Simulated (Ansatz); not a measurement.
**TaN2H7ClO2F: geometry relaxation (part 2 of 2)**

The same run, continued: TaN2H7ClO2F; RKS PBE/def2-SVP (Ansatz 0.2.0). It belongs to a series of runs on one base structure; here: end point B relaxed.

Geometry of the input (Å):
```
Ta -0.2359  -0.5202  0.0727
O  2.8482  0.3295  0.3085
H  2.6065  0.4340  1.2513
F  0.3616  -0.0970  1.8563
O  0.1836  -0.2602  -1.7797
H  0.2067  -0.8675  -2.5403
N  -1.0653  1.2907  0.0971
H  -1.1899  1.8745  0.9331
H  -1.2856  1.8316  -0.7477
N  -1.8852  -1.5833  0.1841
H  -2.8463  -1.2313  0.2072
H  -1.8568  -2.6076  0.2232
Cl 1.1560  -2.5499  0.1750
H  2.8920  -0.6592  0.2260
```

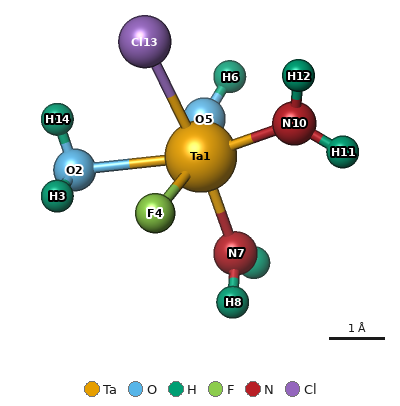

The geometry at step 7 of the log (ball-and-stick view, seen at a tilt; atoms are numbered from 1 in the order of the input).

## Trajectory as extended XYZ, continued
```
14
Properties=species:S:1:pos:R:3:forces:R:3 step=2 energy=-23960.56292
Ta   -0.1981   -0.5150    0.0769    0.3901   0.1950   0.0192
O     2.6573    0.3051    0.2716   -0.0743  -0.9871   0.8998
H     2.6064    0.4170    1.2616   -0.0826   0.0830  -0.8340
F     0.3845   -0.0914    1.8658   -0.0859  -0.0065   0.1572
O     0.1992   -0.2596   -1.7802    0.0028  -0.0381  -0.1133
H     0.2143   -0.8663   -2.5396   -0.0051   0.0354   0.0325
N    -1.0489    1.2879    0.0984    0.0066   0.0532   0.0047
H    -1.1838    1.8709    0.9333    0.0050  -0.0028  -0.0103
H    -1.2782    1.8245   -0.7469    0.0076  -0.0096   0.0119
N    -1.8591   -1.5719    0.1809    0.0310  -0.0222   0.0048
H    -2.8189   -1.2165    0.2089    0.0492   0.0069   0.0020
H    -1.8379   -2.5969    0.2237   -0.0001   0.0129   0.0021
Cl    1.1644   -2.5331    0.1744    0.0359  -0.1742   0.0080
H     2.8883   -0.6705    0.2380   -0.2800   0.8541  -0.1845
14
Properties=species:S:1:pos:R:3:forces:R:3 step=3 energy=-23960.68058
Ta   -0.1378   -0.5055    0.0944    0.3877   0.2989  -0.0118
O     2.4667    0.2703    0.2367    0.1730  -0.9531   1.0151
H     2.5287    0.4181    1.2248   -0.2398   0.0775  -0.9185
F     0.3800   -0.0895    1.9083   -0.1007  -0.0239   0.2099
O     0.2430   -0.2532   -1.7699    0.0276  -0.0565  -0.1425
H     0.2319   -0.8572   -2.5316   -0.0295   0.0388   0.0484
N    -1.0069    1.2918    0.1053    0.0207   0.0408   0.0051
H    -1.1711    1.8708    0.9381    0.0029  -0.0238  -0.0138
H    -1.2565    1.8161   -0.7423    0.0289  -0.0196   0.0212
N    -1.8072   -1.5571    0.1851    0.0431  -0.0466  -0.0038
H    -2.7649   -1.1950    0.2044    0.0541   0.0093   0.0061
H    -1.7968   -2.5826    0.2224    0.0046   0.0226   0.0059
Cl    1.1706   -2.5690    0.1866    0.0387  -0.1780   0.0224
H     2.8098   -0.6738    0.2045   -0.4115   0.8135  -0.2439
14
Properties=species:S:1:pos:R:3:forces:R:3 step=4 energy=-23960.82484
Ta   -0.0546   -0.4853    0.1149   -0.0757   0.2381  -0.1716
O     2.2796    0.2261    0.2028    0.1632  -0.3983   0.4543
H     2.3786    0.4082    1.1670   -0.1308   0.1404  -0.2181
F     0.3604   -0.0931    1.9704    0.0016   0.0007   0.1268
O     0.3046   -0.2454   -1.7632    0.0345  -0.1345  -0.1506
H     0.2369   -0.8462   -2.5265   -0.0563   0.0866   0.1237
N    -0.9490    1.3017    0.1129    0.0271   0.0675   0.0509
H    -1.1650    1.8676    0.9451    0.0170  -0.0834  -0.0615
H    -1.2228    1.8111   -0.7372    0.0608  -0.0387   0.0406
N    -1.7311   -1.5360    0.1881    0.0439  -0.0942  -0.0118
H    -2.6864   -1.1671    0.2057    0.0507   0.0049   0.0063
H    -1.7321   -2.5615    0.2270    0.0024   0.0259   0.0113
Cl    1.1819   -2.6195    0.2085    0.0311  -0.0404   0.0293
H     2.6887   -0.6764    0.1514   -0.1694   0.2255  -0.2296
14
Properties=species:S:1:pos:R:3:forces:R:3 step=5 energy=-23960.83994
Ta   -0.0357   -0.4618    0.1056   -0.2894  -0.0066   0.0418
O     2.1912    0.2251    0.2392    0.4750  -0.2341   0.0394
H     2.3288    0.3371    1.2061   -0.1243   0.0820  -0.0688
F     0.3377   -0.0979    1.9858   -0.0791  -0.0035   0.0535
O     0.3200   -0.2593   -1.7800    0.0768  -0.0971  -0.1556
H     0.1479   -0.8483   -2.5374   -0.0235   0.1099   0.1578
N    -0.9131    1.3286    0.1035   -0.0967   0.1664  -0.0084
H    -1.1904    1.8631    0.9406    0.0943  -0.0826  -0.1397
H    -1.1166    1.8713   -0.7487    0.0172  -0.0958   0.1439
N    -1.6891   -1.5500    0.1732   -0.0015  -0.0744   0.0121
H    -2.6493   -1.1953    0.2039    0.0027   0.0024  -0.0047
H    -1.6734   -2.5734    0.2566    0.0057   0.0666  -0.0001
Cl    1.2059   -2.6054    0.2521    0.0454  -0.0404  -0.0255
H     2.6257   -0.6496    0.0663   -0.1026   0.2072  -0.0456
14
Properties=species:S:1:pos:R:3:forces:R:3 step=6 energy=-23960.85184
Ta   -0.0502   -0.4683    0.1069   -0.0447  -0.1919   0.0022
O     2.2114    0.2253    0.2341    0.1471  -0.0374   0.1185
H     2.2995    0.3560    1.2038   -0.0156   0.0368  -0.0452
F     0.3045   -0.1069    1.9915    0.0253   0.0243  -0.0197
O     0.3287   -0.2706   -1.7748   -0.0288  -0.0064  -0.1171
H     0.1079   -0.8376   -2.5344   -0.0070   0.0454   0.1021
N    -0.9159    1.3263    0.1025   -0.0211   0.2039   0.0636
H    -1.1266    1.8902    0.9405    0.0191  -0.1272  -0.1605
H    -1.1186    1.8664   -0.7493    0.0208  -0.0424   0.0862
N    -1.6984   -1.5620    0.1711    0.0096  -0.0070  -0.0197
H    -2.6600   -1.2105    0.1873   -0.0015   0.0035   0.0112
H    -1.6784   -2.5837    0.2675    0.0131   0.0379  -0.0159
Cl    1.2208   -2.6005    0.2341   -0.0085  -0.0166   0.0287
H     2.6646   -0.6400    0.0860   -0.1076   0.0773  -0.0345
14
Properties=species:S:1:pos:R:3:forces:R:3 step=7 energy=-23960.85519
Ta   -0.0499   -0.4795    0.1076   -0.0222  -0.1519  -0.0143
O     2.2141    0.2510    0.2427    0.0631  -0.0720   0.0307
H     2.2932    0.3491    1.2159   -0.0092   0.0407   0.0028
F     0.3086   -0.1143    1.9899    0.0165   0.0183   0.0113
O     0.3253   -0.2816   -1.7752    0.0173   0.0171  -0.0668
H     0.0931   -0.8471   -2.5311   -0.0182   0.0160   0.0593
N    -0.9050    1.3212    0.1020   -0.0289   0.1429   0.0664
H    -1.1206    1.8809    0.9404    0.0259  -0.0983  -0.1306
H    -1.1026    1.8640   -0.7484    0.0155  -0.0318   0.0617
N    -1.7051   -1.5611    0.1662   -0.0049   0.0010  -0.0095
H    -2.6643   -1.2033    0.1888   -0.0015   0.0019   0.0047
H    -1.6912   -2.5832    0.2552    0.0112   0.0236  -0.0074
Cl    1.2132   -2.6130    0.2474   -0.0043   0.0492   0.0122
H     2.6808   -0.5990    0.0654   -0.0604   0.0432  -0.0205
14
Properties=species:S:1:pos:R:3:forces:R:3 step=8 energy=-23960.85767
Ta   -0.0489   -0.4937    0.1059    0.0101  -0.0119  -0.0141
O     2.2166    0.2609    0.2428   -0.0115   0.0108   0.0060
H     2.2857    0.3737    1.2152    0.0012   0.0093  -0.0096
F     0.3133   -0.1224    1.9871   -0.0095   0.0111   0.0184
O     0.3258   -0.2925   -1.7774    0.0213   0.0186  -0.0492
H     0.0602   -0.8469   -2.5304   -0.0140   0.0078   0.0463
N    -0.8899    1.3143    0.1020   -0.0456   0.0781   0.0554
H    -1.1146    1.8653    0.9418    0.0331  -0.0503  -0.0783
H    -1.0809    1.8626   -0.7451    0.0109  -0.0124   0.0264
N    -1.7121   -1.5610    0.1584   -0.0102  -0.0096  -0.0034
H    -2.6687   -1.1969    0.1913    0.0039  -0.0066  -0.0026
H    -1.7036   -2.5835    0.2391   -0.0029   0.0033   0.0023
Cl    1.2229   -2.6071    0.2597    0.0146  -0.0325   0.0074
H     2.6838   -0.5886    0.0764   -0.0013  -0.0155  -0.0049
14
Properties=species:S:1:pos:R:3:forces:R:3 step=9 energy=-23960.85870
Ta   -0.0483   -0.5010    0.1047   -0.0189   0.0083   0.0156
O     2.2106    0.2656    0.2400   -0.0316   0.0340  -0.0021
H     2.2765    0.3994    1.2101    0.0101  -0.0174  -0.0209
F     0.3089   -0.1247    1.9873   -0.0123   0.0018  -0.0011
O     0.3263   -0.2959   -1.7790    0.0063  -0.0016  -0.0666
H     0.0311   -0.8410   -2.5287    0.0015   0.0190   0.0647
N    -0.8830    1.3109    0.1030   -0.0016   0.0425   0.0268
H    -1.0912    1.8648    0.9437    0.0075  -0.0301  -0.0349
H    -1.0597    1.8669   -0.7416   -0.0004  -0.0094   0.0079
N    -1.7121   -1.5676    0.1519   -0.0018   0.0002  -0.0046
H    -2.6689   -1.2039    0.1832    0.0024  -0.0055  -0.0012
H    -1.7033   -2.5898    0.2351   -0.0060  -0.0050   0.0017
Cl    1.2284   -2.6113    0.2681    0.0147  -0.0062   0.0032
H     2.6741   -0.5883    0.0890    0.0299  -0.0307   0.0115
14
Properties=species:S:1:pos:R:3:forces:R:3 step=10 energy=-23960.85923
Ta   -0.0491   -0.5024    0.1055    0.0058   0.0029   0.0283
O     2.2090    0.2622    0.2369   -0.0204   0.0336   0.0067
H     2.2764    0.4084    1.2052    0.0117  -0.0233  -0.0266
F     0.3036   -0.1227    1.9887   -0.0100  -0.0031  -0.0149
O     0.3257   -0.2947   -1.7784    0.0020  -0.0028  -0.0627
H     0.0132   -0.8366   -2.5233    0.0046   0.0142   0.0568
N    -0.8768    1.3130    0.1033   -0.0102   0.0011   0.0026
H    -1.0871    1.8645    0.9438    0.0053  -0.0079  -0.0015
H    -1.0520    1.8701   -0.7405    0.0021  -0.0051  -0.0022
N    -1.7119   -1.5716    0.1472    0.0051   0.0115  -0.0024
H    -2.6692   -1.2093    0.1756   -0.0018  -0.0043  -0.0003
H    -1.7020   -2.5935    0.2334   -0.0043  -0.0061   0.0003
Cl    1.2347   -2.6106    0.2744   -0.0024   0.0056   0.0004
H     2.6748   -0.5927    0.0950    0.0124  -0.0162   0.0157
14
Properties=species:S:1:pos:R:3:forces:R:3 step=11 energy=-23960.85974
Ta   -0.0473   -0.5012    0.1076   -0.0385  -0.0093   0.0176
O     2.2085    0.2618    0.2354   -0.0035   0.0159  -0.0028
H     2.2885    0.4085    1.2020    0.0048  -0.0116  -0.0021
F     0.2938   -0.1226    1.9915    0.0153   0.0080  -0.0007
O     0.3282   -0.2925   -1.7774    0.0275   0.0297  -0.0140
H     0.0022   -0.8429   -2.5089   -0.0126  -0.0172  -0.0019
N    -0.8777    1.3132    0.1037    0.0074  -0.0150  -0.0016
H    -1.0884    1.8618    0.9458   -0.0015   0.0050   0.0008
H    -1.0508    1.8715   -0.7397   -0.0019  -0.0005  -0.0003
N    -1.7102   -1.5707    0.1413    0.0031   0.0005  -0.0018
H    -2.6678   -1.2093    0.1675   -0.0030   0.0027  -0.0011
H    -1.7012   -2.5926    0.2290    0.0010  -0.0052  -0.0003
Cl    1.2355   -2.6095    0.2801    0.0008   0.0027  -0.0019
H     2.6764   -0.5915    0.0888    0.0011  -0.0057   0.0101
14
Properties=species:S:1:pos:R:3:forces:R:3 step=12 energy=-23960.86000
Ta   -0.0477   -0.5002    0.1094   -0.0222  -0.0035   0.0085
O     2.2089    0.2608    0.2357    0.0074   0.0020  -0.0067
H     2.2950    0.4072    1.2016   -0.0036  -0.0049   0.0014
F     0.2936   -0.1186    1.9924    0.0103   0.0042  -0.0016
O     0.3302   -0.2895   -1.7764    0.0172   0.0224  -0.0036
H    -0.0068   -0.8441   -2.5000   -0.0071  -0.0137  -0.0012
N    -0.8778    1.3141    0.1039    0.0039  -0.0218  -0.0044
H    -1.0865    1.8637    0.9455   -0.0053   0.0099   0.0060
H    -1.0531    1.8706   -0.7402    0.0003   0.0034  -0.0014
N    -1.7093   -1.5720    0.1380    0.0014   0.0001  -0.0005
H    -2.6676   -1.2119    0.1607   -0.0025   0.0034   0.0004
H    -1.6997   -2.5940    0.2258    0.0025  -0.0015  -0.0007
Cl    1.2374   -2.6072    0.2823   -0.0005  -0.0031  -0.0009
H     2.6730   -0.5948    0.0881   -0.0018   0.0030   0.0048
```

## Results in brief

| quantity | value |
| --- | --- |
| outcome | converged |
| total energy | −23960.8601 eV |
| mean-field energy | −23960.8601 eV |
| largest force (length of the vector) at the end | 0.028 eV/Å |
| hardware | 4 threads of AMD EPYC (Zen 5), 32 GiB of memory available, shared host |
| wall time | 12 s (CPU time 45 s) |
| peak memory | 0.26 GiB |
